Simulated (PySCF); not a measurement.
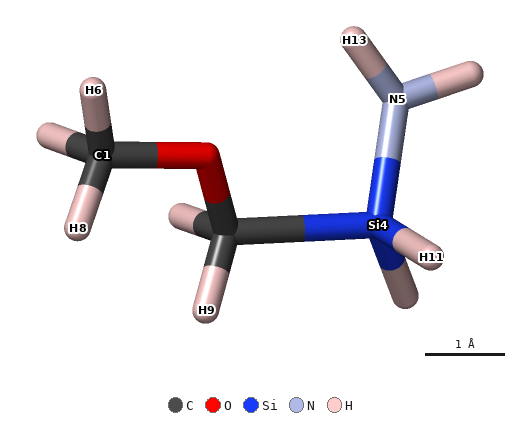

The input geometry (stick view, seen at a tilt; atoms are numbered from 1 in the order of the input).

# Geometry relaxation of C2H9NOSi

- system: C2H9NOSi
- method: PBE0-D3(BJ)/def2-SVP geometry optimisation, gas phase (PySCF 2.14.0)

It belongs to a series of runs on one base structure; here: H on Si replaced by CH2OCH3.

## Input
```
{"job": {"xc": "PBE0", "basis": "def2-SVP", "d3": "d3bj", "grid": 1, "shake": 0.01, "kind": "geom"}, "charge": 0, "multiplicity": 1}
C     -2.235640     0.449310     0.107410
O     -0.884400     0.414460     0.350610
C     -0.267720    -0.708190    -0.239000
Si     1.618710    -0.614790     0.272340
N      2.144420     0.863550    -0.388020
H     -2.634580     1.384400     0.577420
H     -2.454470     0.514960    -0.974160
H     -2.756980    -0.393630     0.517260
H     -0.721090    -1.624630     0.148660
H     -0.382690    -0.688280    -1.310280
H      1.647620    -0.771450     1.745630
H      2.354130    -1.681740    -0.373430
H      1.491120     1.668760    -0.350280
H      3.074430     1.172190    -0.186520
```

The first line tells a small driver script what to run in PySCF; the rest is the geometry in Å.

Launched with:
```bash
OMP_NUM_THREADS=1 python <driver script> task.json out
```

## Output
```
step   0  E = -500.48276513  max force = 0.038724
step   1  E = -500.48881135  max force = 0.005210
step   2  E = -500.48931192  max force = 0.002167
step   3  E = -500.48941444  max force = 0.001590
step   4  E = -500.48944096  max force = 0.000948
step   5  E = -500.48945483  max force = 0.000354
optimisation converged
```

## Trajectory as extended XYZ (Å, eV, eV/Å), 6 frames, from step=0 to step=5
```
14
Properties=species:S:1:pos:R:3:forces:R:3 step=0 energy=-13618.82972
C    -2.2356    0.4493    0.1074   -0.2648   1.9461  -0.2158
O    -0.8844    0.4145    0.3506    0.7501  -0.1631   0.0153
C    -0.2677   -0.7082   -0.2390    1.2662   0.4622   1.4339
Si    1.6187   -0.6148    0.2723   -1.9913   0.0475  -0.2333
N     2.1444    0.8636   -0.3880   -0.7230   1.3392  -0.2720
H    -2.6346    1.3844    0.5774    0.1032  -0.5478  -0.2076
H    -2.4545    0.5150   -0.9742   -0.0971  -0.0965  -0.1399
H    -2.7570   -0.3936    0.5173   -0.6000  -1.0154   0.4607
H    -0.7211   -1.6246    0.1487   -0.1876  -0.5383   0.0414
H    -0.3827   -0.6883   -1.3103   -0.0840  -0.0723  -1.0817
H     1.6476   -0.7714    1.7456    0.1372  -0.0688   0.3342
H     2.3541   -1.6817   -0.3734    0.5166  -0.7896  -0.2319
H     1.4911    1.6688   -0.3503    0.5170  -0.8043   0.0580
H     3.0744    1.1722   -0.1865    0.6574   0.3010   0.0385
14
Properties=species:S:1:pos:R:3:forces:R:3 step=1 energy=-13618.99424
C    -2.2357    0.4814    0.1284    0.0100  -0.2679   0.1008
O    -0.8626    0.4008    0.3679   -0.0942   0.0963   0.0532
C    -0.2574   -0.7280   -0.2047    0.2029   0.0199  -0.2150
Si    1.6093   -0.6148    0.1704   -0.2397  -0.0901   0.0525
N     2.0869    0.9471   -0.4200   -0.1001  -0.0290   0.1099
H    -2.6153    1.3984    0.5964    0.0006   0.0605   0.0419
H    -2.4640    0.5151   -0.9542    0.0049   0.0106  -0.0464
H    -2.7801   -0.3903    0.5614    0.0974   0.1738  -0.0781
H    -0.7013   -1.6686    0.1871    0.0526   0.0070  -0.0257
H    -0.4078   -0.7341   -1.3116    0.0287  -0.0656   0.1783
H     1.8041   -0.8210    1.6437   -0.0018  -0.0368   0.0421
H     2.3423   -1.7205   -0.5212    0.0069   0.0700  -0.0690
H     1.4350    1.6538   -0.0814    0.0435   0.0794  -0.1338
H     3.0387    1.2668   -0.2675   -0.0116  -0.0281  -0.0108
14
Properties=species:S:1:pos:R:3:forces:R:3 step=2 energy=-13619.00786
C    -2.2234    0.4827    0.1320   -0.0087  -0.0221   0.0182
O    -0.8542    0.3912    0.3761   -0.0188  -0.0020  -0.0036
C    -0.2494   -0.7348   -0.2071    0.0123  -0.0204  -0.0642
Si    1.5950   -0.6188    0.1840    0.0299   0.0320   0.0475
N     2.0659    0.9433   -0.4122   -0.0387  -0.0207   0.1115
H    -2.5943    1.3986    0.6140   -0.0074  -0.0022  -0.0058
H    -2.4452    0.5362   -0.9526   -0.0044   0.0090   0.0007
H    -2.7752   -0.3846    0.5487    0.0152   0.0261  -0.0115
H    -0.6868   -1.6811    0.1753   -0.0152   0.0060   0.0059
H    -0.3904   -0.7409   -1.3100   -0.0205  -0.0039   0.0373
H     1.7790   -0.8374    1.6597    0.0089  -0.0136  -0.0108
H     2.3443   -1.7042   -0.5201    0.0175   0.0244  -0.0339
H     1.4100    1.6692   -0.1275    0.0347  -0.0034  -0.0769
H     3.0168    1.2667   -0.2655   -0.0049  -0.0090  -0.0144
14
Properties=species:S:1:pos:R:3:forces:R:3 step=3 energy=-13619.01066
C    -2.2259    0.4808    0.1319    0.0140   0.0283  -0.0139
O    -0.8578    0.3855    0.3794    0.0084   0.0069  -0.0032
C    -0.2491   -0.7376   -0.2072   -0.0202  -0.0125   0.0182
Si    1.5942   -0.6185    0.1932    0.0326   0.0523  -0.0164
N     2.0678    0.9420   -0.4014   -0.0041  -0.0225   0.0818
H    -2.5974    1.3938    0.6198    0.0011  -0.0087  -0.0060
H    -2.4450    0.5448   -0.9528   -0.0017   0.0013   0.0042
H    -2.7799   -0.3867    0.5396   -0.0162  -0.0280   0.0097
H    -0.6873   -1.6850    0.1713   -0.0081  -0.0013   0.0109
H    -0.3910   -0.7410   -1.3080   -0.0062   0.0019  -0.0248
H     1.7767   -0.8478    1.6673    0.0011  -0.0065  -0.0129
H     2.3553   -1.6889   -0.5218    0.0024  -0.0039  -0.0058
H     1.4119    1.6800   -0.1560    0.0020  -0.0036  -0.0279
H     3.0195    1.2647   -0.2606   -0.0052  -0.0038  -0.0139
14
Properties=species:S:1:pos:R:3:forces:R:3 step=4 energy=-13619.01138
C    -2.2265    0.4787    0.1298    0.0028   0.0194  -0.0058
O    -0.8589    0.3850    0.3795    0.0043   0.0014  -0.0076
C    -0.2494   -0.7381   -0.2065   -0.0059  -0.0048   0.0173
Si    1.5947   -0.6171    0.1960    0.0127   0.0307  -0.0336
N     2.0693    0.9440   -0.3904    0.0084  -0.0094   0.0488
H    -2.6002    1.3904    0.6179   -0.0018  -0.0027   0.0002
H    -2.4443    0.5443   -0.9551    0.0007  -0.0023   0.0012
H    -2.7803   -0.3906    0.5355   -0.0081  -0.0153   0.0036
H    -0.6882   -1.6854    0.1726    0.0001   0.0039   0.0063
H    -0.3924   -0.7415   -1.3075    0.0010  -0.0023  -0.0165
H     1.7761   -0.8554    1.6681    0.0016  -0.0062  -0.0004
H     2.3591   -1.6816   -0.5252   -0.0034  -0.0068   0.0036
H     1.4121    1.6865   -0.1653   -0.0083  -0.0056  -0.0063
H     3.0213    1.2670   -0.2548   -0.0041   0.0001  -0.0108
14
Properties=species:S:1:pos:R:3:forces:R:3 step=5 energy=-13619.01175
C    -2.2270    0.4770    0.1263   -0.0031  -0.0027  -0.0005
O    -0.8592    0.3860    0.3766    0.0015   0.0006  -0.0064
C    -0.2487   -0.7383   -0.2065   -0.0010   0.0094   0.0024
Si    1.5960   -0.6160    0.1968   -0.0049   0.0050  -0.0182
N     2.0695    0.9478   -0.3777    0.0147   0.0020   0.0151
H    -2.6033    1.3886    0.6126    0.0016  -0.0008   0.0024
H    -2.4445    0.5403   -0.9588    0.0005  -0.0013  -0.0010
H    -2.7796   -0.3934    0.5330    0.0003   0.0009  -0.0020
H    -0.6872   -1.6847    0.1752    0.0029   0.0036   0.0028
H    -0.3920   -0.7439   -1.3079    0.0035  -0.0059  -0.0013
H     1.7769   -0.8639    1.6672    0.0023  -0.0061   0.0035
H     2.3613   -1.6769   -0.5294   -0.0043  -0.0026   0.0034
H     1.4089    1.6904   -0.1649   -0.0111  -0.0050   0.0052
H     3.0211    1.2732   -0.2477   -0.0029   0.0030  -0.0054
```

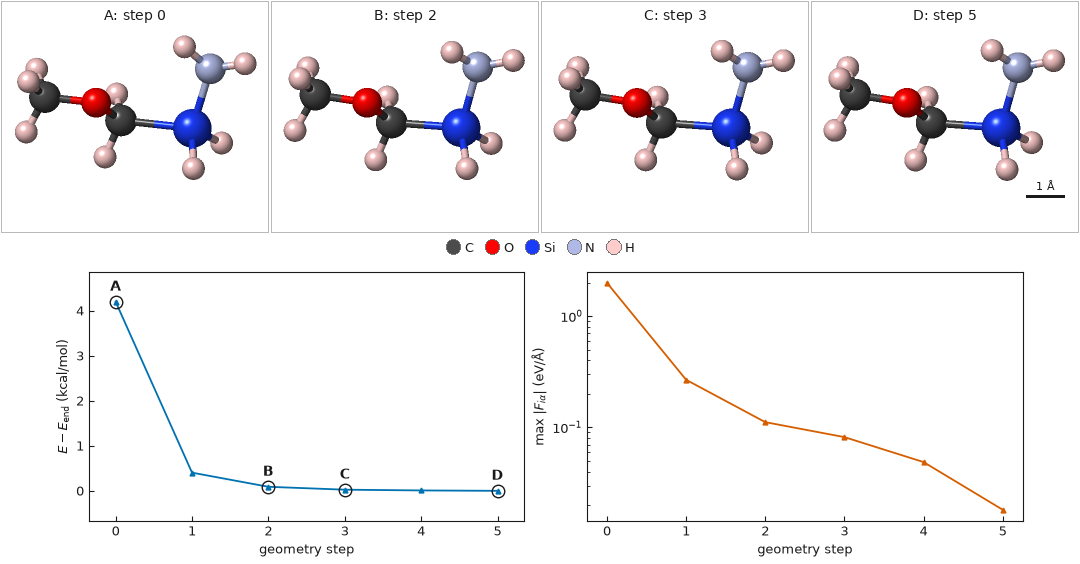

Frames of the relaxation (ball-and-stick view, seen at a tilt) above the curves, on which the letters mark them (steps are counted from 0).

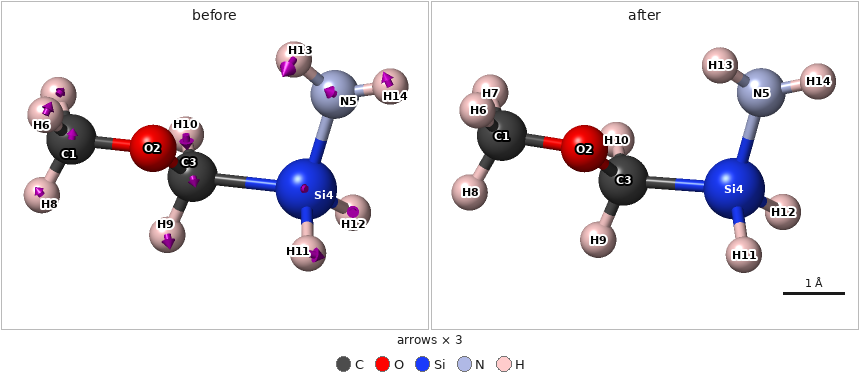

Before (left) and after (right) the relaxation, at one scale (ball-and-stick view, seen at a tilt). The pink arrows give the displacements, magnified 3 times. Over 5 geometry steps the energy falls by 4.20 kcal/mol. The largest force component goes from 2 to 0.018 eV/Å. The atom that moves furthest after the best rigid fit is H13 (0.16 Å). Largest moves by element: H 0.16 Å, N 0.08 Å, C 0.07 Å, Si 0.04 Å, O 0.02 Å. Distances before and after: C3–Si4 1.957 → 1.892 Å, Si4–H12 1.448 → 1.496 Å, C1–H8 1.073 → 1.108 Å, C3–H10 1.078 → 1.111 Å. Among the angles that change: H11–Si4–H12 110.8° → 107.2°, Si4–N5–H13 117.7° → 114.4°, C3–Si4–H11 105.9° → 108.4°. (Atoms are counted from 1 in the order of the input.)

## Key numbers

| quantity | value |
| --- | --- |
| outcome | converged |
| total energy | −500.489455 hartree |
| dipole moment | 0.89 D |
| point group | C1 |
| hardware | 1 CPU thread, shared host |
| wall time | 28 s |
| peak memory | 0.51 GiB |
